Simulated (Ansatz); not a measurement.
ClFH2OSi2 (SMILES F[SiH2]/[O+]=[Si]\Cl) (charge +1, doublet)

Input

```
crystal:
  periodic: [false, false, false]
  atoms:
    - {symbol: Cl, position_ang: [-3.625415, -0.307122, 2.994800]}
    - {symbol: F, position_ang: [-1.246162, -0.550102, -0.745249]}
    - {symbol: O, position_ang: [-1.057661, 0.763529, 1.507524]}
    - {symbol: Si, position_ang: [-0.278557, 0.514208, -0.037743]}
    - {symbol: Si, position_ang: [-1.956588, 0.793938, 2.798166]}
    - {symbol: H, position_ang: [-0.332842, 1.826829, -0.696117]}
    - {symbol: H, position_ang: [1.027848, -0.069893, 0.296222]}
basis:
  gaussian:
    orbitals: def2-TZVPD
total_charge: 1
magnetization:
  spin_polarized: true
  initial_magnetization: 1
hamiltonian:
  xc: pbe0
output: {forces: true, orbitals: {seedname: orbitals}}
```

Command:

```sh
ansatz run input.yaml --threads 2 --pin off --max-ram 4350MiB --events-out events.jsonl --progress --plain --runs-dir runs
```

Geometry: B3LYP-D3(BJ)/def2-SVP.

Theory: isolated molecule in a Gaussian basis; Kohn-Sham density functional theory, functional PBE0 in Ansatz 0.2.0.

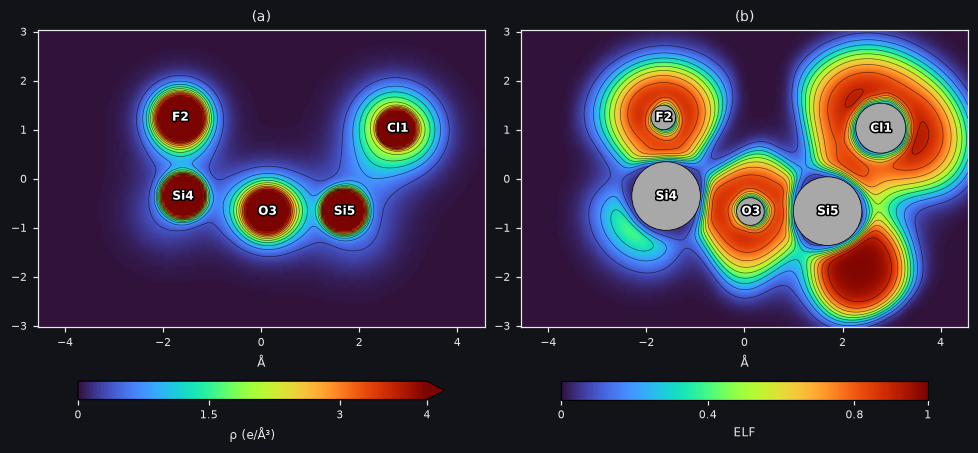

Figure 1. (a) total electron density; (b) ELF on the plane of atoms Cl1, Si5 and O3. Grey discs cover the atomic cores in the ELF map.

Describe what can be read from this map.

Answer. The plane passes through Cl, F, O and Si nuclei. Si–O (1.57 Å): ρ is about 1.3 e/Å³ halfway; the ELF peaks at about 0.85 between the atoms: a polar covalent bond. Si–F (1.60 Å): the density is about 1.2 e/Å³ at the midpoint; the ELF peaks at about 0.85 in the valence shell of F, 0.6 Å from its nucleus, and is about 0.50 at the midpoint. Si–Cl (2.01 Å): the density is about 0.97 e/Å³ at the midpoint; the ELF peaks at about 0.85 between the atoms: a shared but strongly polarised pair. Si–O (1.75 Å): the density is about 0.87 e/Å³ at the midpoint; the ELF peaks at about 0.85 between the atoms, as expected for a shared but strongly polarised pair. The ELF also peaks beside Si5, O3, Cl1 and F2, away from the bonds: non-bonding electrons, paired or unpaired.

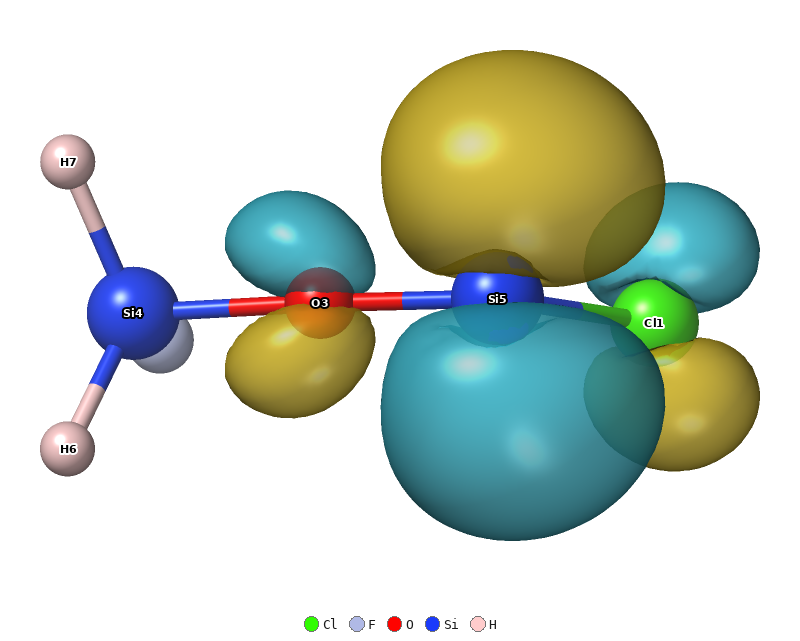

Figure 2. The LUMO (α) at ±0.1 Å⁻³ᐟ² (yellow and cyan are the two phases), seen from one side.

What is the character of this orbital?

Answer. By Hirshfeld shares it lies mainly on Si5 (about 75 %), Cl1 (about 15 %) and O3 (about 10 %). Its energy is −8.38 eV.

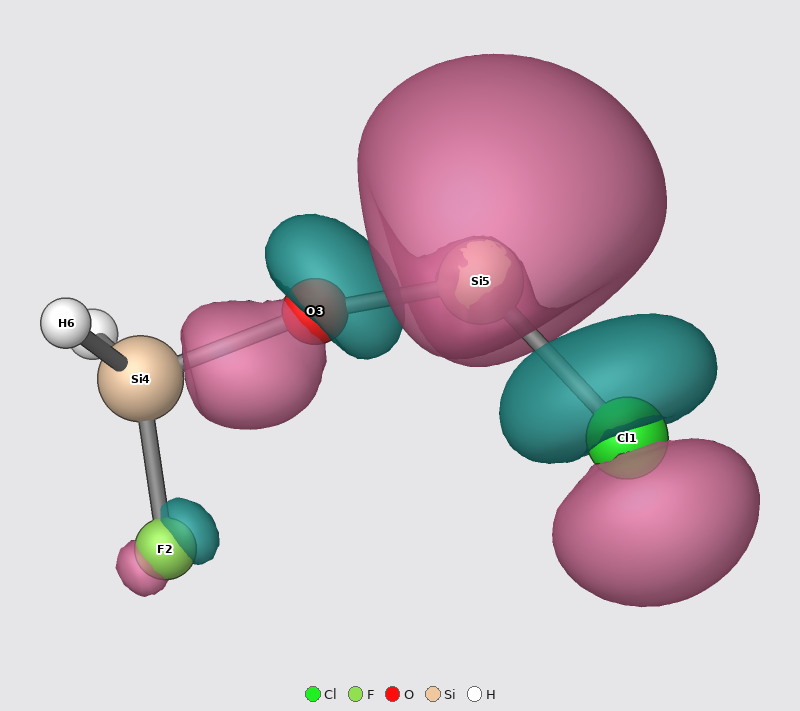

Figure 3. The LUMO (β) at ±0.08 Å⁻³ᐟ² (teal and pink are the two phases), seen across its widest extent.

What is the character of this orbital?

Answer. It lies mainly on Si5 (about 70 %), Cl1 (about 20 %) and O3 (about 10 %). Its energy is −10.41 eV.
